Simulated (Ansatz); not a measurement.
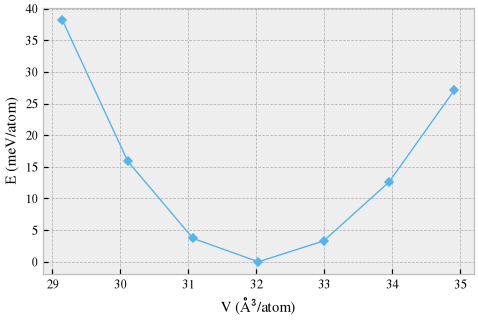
Pb (fcc (Cu type), Fm-3m) under volume change, the program Ansatz at the PBE level (PAW), scaled uniformly.

Task: What does a third-order Birch–Murnaghan fit give for V₀, B₀ and B′?

Result: V₀ = 32.03 Å³/atom, B₀ = 39.6 GPa, B′ = 4.7.

The cell was relaxed with PBE under the symmetry of its start. Scalar-relativistic: spin–orbit coupling is off unless named, which matters more the heavier the elements.

Potentials: the earlier of the program's two PAW sets.
